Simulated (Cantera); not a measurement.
Feed: 1 mol acetone, 0.034 mol CO₂, held at 41.3 Torr.

These are equilibrium values from Cantera (NASA tables, ideal gas, pure condensed phases), not measurements of a reactor. Candidate condensed phases: C, C₆H₆, C₇H₈, C₈H₁₈, H₂O; 110 gas species. The feed counts by its element totals alone. The numbers say what is thermodynamically allowed, not how fast it happens.

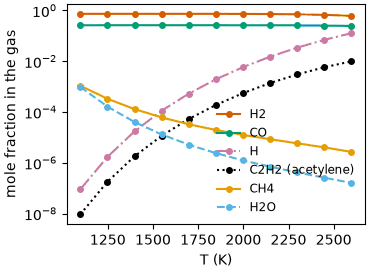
Figure: Equilibrium gas composition (values under 1e-9 drawn at 1e-9)

Task: Read off the mole fractions at 1848 K.

Result: H₂ about 0.74, CO about 0.26, H about 0.0019, C₂H₂ (acetylene) about 0.00019, CH₄ about 2.0e-5, H₂O about 2.4e-6.
